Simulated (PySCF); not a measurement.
## Run report: V⁺, atomic calculation

V⁺, configuration 1s2 2s2 2p6 3s2 3p6 3d4, multiplicity 5. Computed at this level: unrestricted HF, def2-TZVP, non-relativistic, point nucleus (PySCF).

## Log (extracts)
```
damping factor = 0
level_shift factor = 0
DIIS = <class 'pyscf.scf.diis.CDIIS'>
diis_start_cycle = 1
diis_space = 10
diis_damp = 0
SCF conv_tol = 1e-09
SCF conv_tol_grad = None
number electrons alpha = 13  beta = 9
cycle= 1 E= -942.656061073168  delta_E= -0.00295  |g|= 0.0177  |ddm|= 0.0312
cycle= 2 E= -942.656153632179  delta_E= -9.26e-05  |g|= 0.00371  |ddm|= 0.00576
cycle= 3 E= -942.656159299436  delta_E= -5.67e-06  |g|= 0.000619  |ddm|= 0.00244
cycle= 4 E= -942.656160090886  delta_E= -7.91e-07  |g|= 0.000444  |ddm|= 0.00126
cycle= 5 E= -942.656160735998  delta_E= -6.45e-07  |g|= 0.000354  |ddm|= 0.00119
cycle= 6 E= -942.656162491344  delta_E= -1.76e-06  |g|= 0.000236  |ddm|= 0.00422
cycle= 7 E= -942.656163624955  delta_E= -1.13e-06  |g|= 5.54e-05  |ddm|= 0.00612
cycle= 8 E= -942.656163653017  delta_E= -2.81e-08  |g|= 1.15e-05  |ddm|= 0.00094
cycle= 9 E= -942.656163653474  delta_E= -4.57e-10  |g|= 2.22e-06  |ddm|= 0.000129
converged SCF energy = -942.656163653474  <S^2> = 6.0008926  2S+1 = 5.000357
```

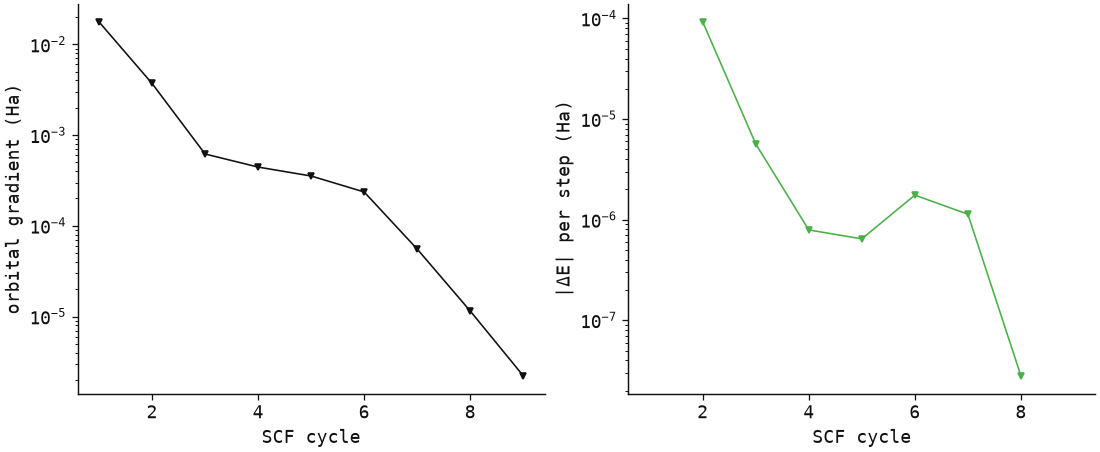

**Figure 1.** Convergence: orbital gradient and change of the energy from step to step (the smallest changes aren't drawn) against the SCF cycle. The residual falls at every step. It goes from 0.018 to 2.2×10⁻⁶ in 9 steps.

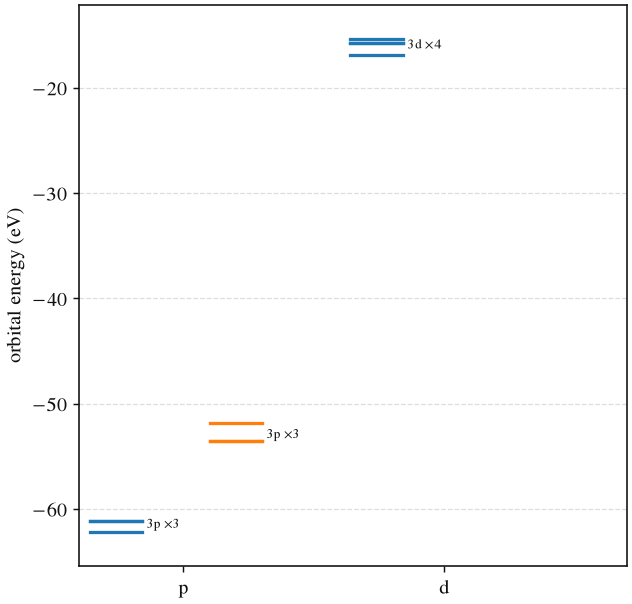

**Figure 2.** Orbital energies of the mean field, from the top down to −62.1 eV, by angular momentum, α spin at the left of each column and β at the right; ×n counts the orbitals under one label. The highest filled orbital is 3d α at −15.4 eV, the lowest empty one s α at −5.57 eV.

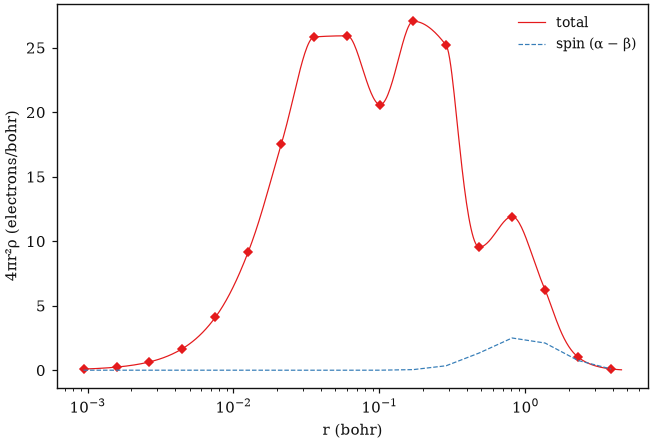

**Figure 3.** Spherically averaged radial density 4πr²ρ of the mean field and its spin part; markers are the stored points, which are sparse, and the line is a monotone interpolation between them. The largest stored value is 27.0 electrons/bohr at r = 0.17 bohr. Root-mean-square radii of the shells: 1s 0.0776, 2p 0.304, 2s 0.335, 3s 1.04, 3p 1.13, 3d 1.66 bohr.

## Input file
```python
from pyscf import gto, scf, dft, mp, cc
import basis_set_exchange as bse
mol = gto.M(atom="V 0 0 0", charge=1, spin=4, symmetry="D2h",
            basis=gto.basis.parse(bse.get_basis("def2-TZVP", elements=["V"], fmt="nwchem", header=False)))
mf = scf.UHF(mol)
mf.irrep_nelec = {'Ag': (4, 3), 'B1g': (1, 0), 'B2g': (1, 0), 'B3g': (1, 0), 'B1u': (2, 2), 'B2u': (2, 2), 'B3u': (2, 2)}
mf.kernel()
```

The script is an equivalent of what the driver set up; the driver started from orbitals of its own, so the log can be shorter than this script's would be, and it computed the properties (radii, ⟨L²⟩, response) afterwards. It held the occupations shell by shell, which the script's counts by irreducible representation don't always enforce.

Launched within a batch (the task file carries these settings):
```bash
OMP_NUM_THREADS=1 python <driver script> TASK.json OUT
```

## Summary

| quantity | value |
| --- | --- |
| outcome | converged |
| total energy | −942.656164 hartree |
| kinetic energy | 942.495875 hartree |
| −E/T (1 by the virial theorem at the basis-set limit) | 1.0002 |
| ⟨S²⟩ | 6.001 |
| ⟨L²⟩ | 6.02 |
| SCF iterations | 9 |
| hardware | 1 thread of AMD EPYC, 15 GiB of memory available, shared host |
